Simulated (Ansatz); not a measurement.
# CH8AlSbSi: basis-set convergence

How large a basis does CH8AlSbSi need? Two functionals are run in growing sets.

Computed with Ansatz 0.2.0, Gaussian basis. Level: one geometry, several basis sets.

Plan: PBE0-D4/def2-SVP; ωB97M-V/def2-SVP; PBE0-D4/def2-QZVPP; ωB97M-V/def2-QZVPP; the functionals' def2-TZVPP values are taken from earlier runs.

### Step 1. The geometry

An earlier PBE0-D4 in a triple-zeta def2 set relaxation fixed the geometry. Sb takes the def2 core potential; no spin-orbit term is included.

SMILES `[CH3][AlH][SiH2][SbH2]`, 12 atoms, charge 0, spin multiplicity 1.

Atoms are counted from 1 here; the program's logs count them from 0.

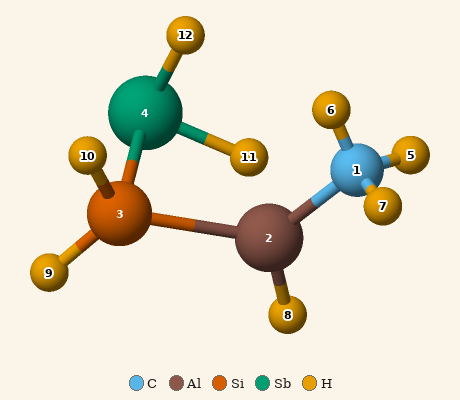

The structure; carbon blue, aluminium brown, silicon orange, antimony teal, hydrogen amber; atoms are numbered from 1 in the order of the file.

### Step 2. PBE0-D4 in def2-SVP

in.yaml

```yaml
crystal:
  periodic: [false, false, false]
  atoms:
    - {symbol: C, position_ang: [-0.966244, 1.728616, 0.178395]}
    - {symbol: Al, position_ang: [-0.869716, -0.081554, -0.554803]}
    - {symbol: Si, position_ang: [1.271053, -1.037063, -1.125957]}
    - {symbol: Sb, position_ang: [0.921257, -1.868300, 1.337744]}
    - {symbol: H, position_ang: [-1.745708, 1.815273, 0.939663]}
    - {symbol: H, position_ang: [-0.017659, 2.039874, 0.622206]}
    - {symbol: H, position_ang: [-1.205884, 2.441192, -0.617967]}
    - {symbol: H, position_ang: [-2.127200, -0.985351, -0.915215]}
    - {symbol: H, position_ang: [1.438323, -2.271637, -1.938690]}
    - {symbol: H, position_ang: [2.558827, -0.293374, -1.092925]}
    - {symbol: H, position_ang: [-0.692647, -1.162777, 1.266491]}
    - {symbol: H, position_ang: [1.512698, -0.380000, 1.935157]}
basis:
  gaussian: {orbitals: def2-SVP}
hamiltonian: {xc: pbe0, dispersion: d4}
output: {orbitals: {seedname: orbitals}}
```

Run with:

```bash
ansatz run in.yaml --threads 4 --pin off --events-out ev --progress --plain --max-ram 10444MiB
```

Further steps of the session: ωB97M-V in def2-SVP; PBE0-D4 in def2-QZVPP; ωB97M-V in def2-QZVPP.

Q: Predict the results of all the runs planned. Wanted: PBE0-D4: double and triple zeta above quadruple; ωB97M-V: double and triple zeta above quadruple.

The runs gave:

| quantity | value |
| --- | --- |
| PBE0-D4: double and triple zeta above quadruple | 7.12, 0.58 eV |
| ωB97M-V: double and triple zeta above quadruple | 7.25, 0.57 eV |

In words: For PBE0-D4 the step from double to triple zeta gains 6.54 eV and the next only 0.58 eV. Total energies overstate the basis error of differences, where much of it tends to cancel.
